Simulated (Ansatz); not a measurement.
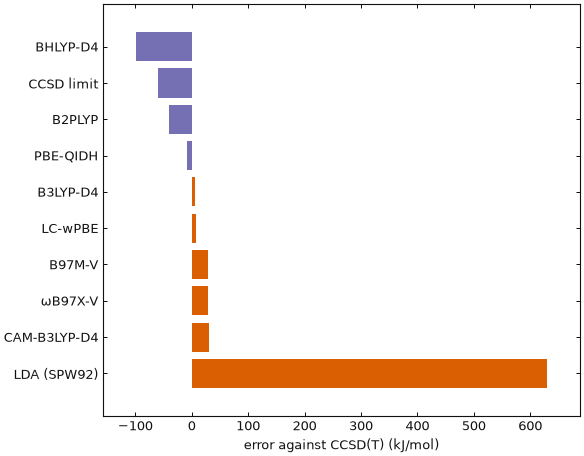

Error in the electronic atomisation energy (method less reference, so positive means overbinding) of C₂H₇BOSi, SMILES C[C@@H]1B[SiH2]O1: functionals in def2-TZVPP against frozen-core CCSD(T) at the limit (MP2 extrapolated from triple and quadruple zeta, plus CCSD(T) less MP2 in a smaller set), which gives 4454.0 kJ/mol, at a PBE0-D4/def2-TZVP geometry (a minimum by its frequencies), no zero-point or spin-orbit term, the Ansatz code 0.2.0. The reference leaves out core correlation, a term that grows with the number of heavy atoms. B2PLYP and PBE-QIDH hold a correlation term that converges slowly with the basis, so part of the distance to the limit is basis error. No dispersion term is added to B2PLYP, PBE-QIDH and LC-wPBE. Limit means the basis limit.

### What range do the values span?

From −99.4 kJ/mol (BHLYP-D4) to 630.3 kJ/mol (LDA (SPW92)).

### Give the values.

```
       level  kJ/mol
    BHLYP-D4   −99.4
  CCSD limit   −59.6
      B2PLYP   −40.3
    PBE-QIDH    −8.5
    B3LYP-D4     6.5
     LC-wPBE     6.9
      B97M-V    28.7
     ωB97X-V    29.4
CAM-B3LYP-D4    31.1
 LDA (SPW92)   630.3
```
